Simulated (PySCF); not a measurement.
Vertical excitations of a molecule C3H4BF3 from TDDFT-PBE/def2-SVPD run with PySCF, as energy in eV (oscillator strength): 5.92 (0.375), 6.67 (0.007), 6.75 (0.001), 6.92 (0.002), 7.37 (0.001), 7.47 (0.010), 7.65 (0.000), 8.07 (0.000), 8.12 (0.016), 8.16 (0.026). Lowest triplet (TDA): 3.80 eV. The structure is a stationary point at PBE-D3(BJ)/def2-SVP. One conformer was computed; it need not be the lowest.

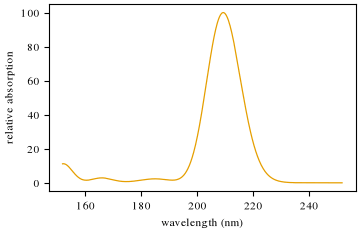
Figure. The lines broadened by 0.4 eV.

**Question.** Pick the molecule that these values belong to.
A. C/C(F)=C\B(F)F
B. C=C[C@@H](F)B(F)F
C. FB1CC(F)(F)C1
D. C/C=C(/F)B(F)F

**Answer.** A, C/C(F)=C\B(F)F
